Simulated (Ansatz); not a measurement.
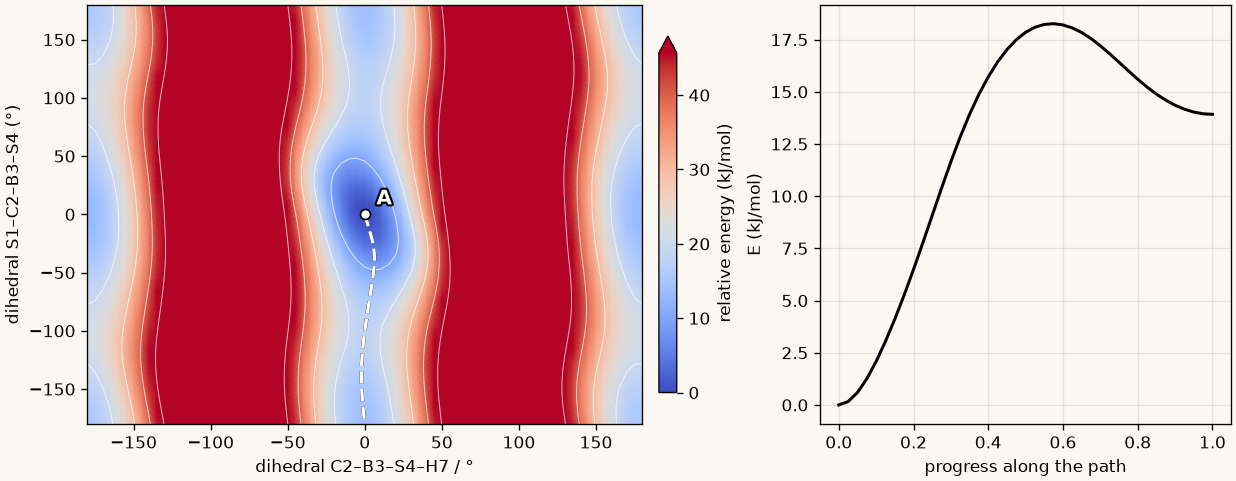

CH₂BClS₂, SMILES S=CB(S)Cl. Coordinates scanned: (1) dihedral C2–B3–S4–H7; (2) dihedral S1–C2–B3–S4. Nothing is relaxed (all other coordinates rigid). Grid: 12 × 12 points. Energies: kJ/mol, counted from the lowest grid point. All numbers below come from RKS PBE-D4/def2-SVP (Ansatz).

Drawn: a smooth colour map with a few white contour lines, a line along the lowest path, one colour for all values above the top of the scale, the energy along the path at the right, the start A. Between grid points the surface is interpolated.

**Describe the path and its barrier.**

The easiest path leads from the well at dihedral C2–B3–S4–H7 = 0°, dihedral S1–C2–B3–S4 = 0° to the well at dihedral C2–B3–S4–H7 = 0°, dihedral S1–C2–B3–S4 = −180°, about 14 kJ/mol higher. Its highest point lies about 18 kJ/mol above the bottom of the first well on the interpolated surface, at about dihedral C2–B3–S4–H7 = 0°, dihedral S1–C2–B3–S4 = −105°. Seen from the upper well the barrier is about 4.3 kJ/mol. This is the barrier on the constrained surface; relaxing the other coordinates would change it.
